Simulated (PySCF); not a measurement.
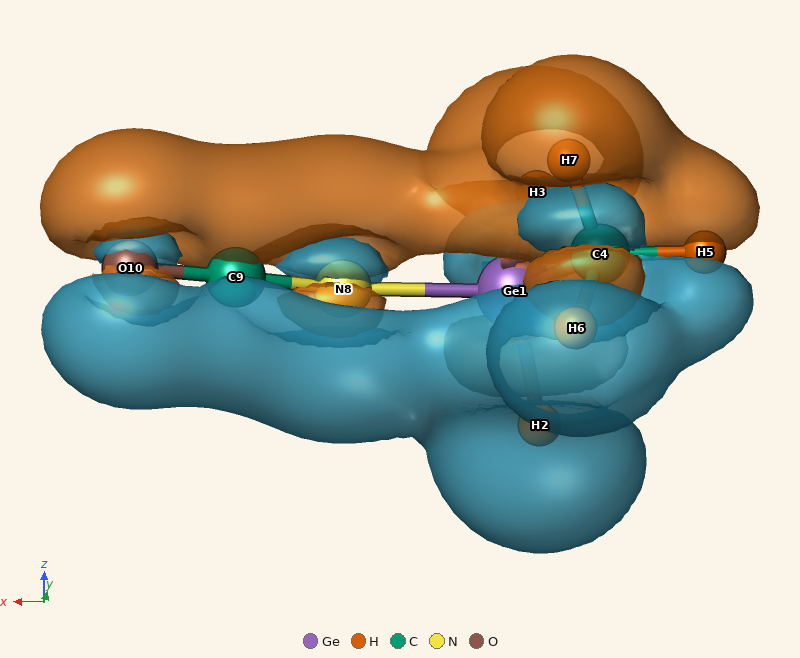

Figure 1: GeH2Me(NCO) (C2H5GeNO). Change of the electron density in a uniform field of 0.41 V/Å, surfaces at ±0.0015 e/Å³ (light blue: gain, orange: loss).

PySCF calculation, PBE0/def2-SVPD, gas phase; geometry: GFN2-xTB. No frequency check shows the geometry to be a minimum. GFN2-xTB bond lengths at metals and heavier atoms can be off by up to 0.1 Å and shapes distorted, which carries into these values.

Cartesian coordinates (Å):

```
Ge1     -0.8529   -0.4011    0.0032
H2      -1.1668   -1.2148   -1.2193
H3      -1.1417   -1.1972    1.2441
C4      -1.6075    1.4124   -0.0018
H5      -2.6925    1.3820    0.0431
H6      -1.3152    1.9406   -0.9068
H7      -1.2433    1.9744    0.8555
N8       0.9382   -0.2799   -0.0241
C9       2.0708    0.0740   -0.0029
O10      3.1883    0.3739    0.0098
```

Along which Cartesian direction does the field point?

Answer. Along +z: electrons gather on the −z side, against the field.

What dipole is induced, and what polarisability does it imply?

Answer. The induced dipole is 1.01 D (along the field); α along this axis, from the fields in both directions, is 49 bohr³ (7.3 Å³).

Which atoms gain and lose the most charge?

Answer. Electrons gather most on H2 (Hirshfeld charge changes by −0.019 e) and leave H3 most (+0.019 e); 0.103 electrons are displaced in all.
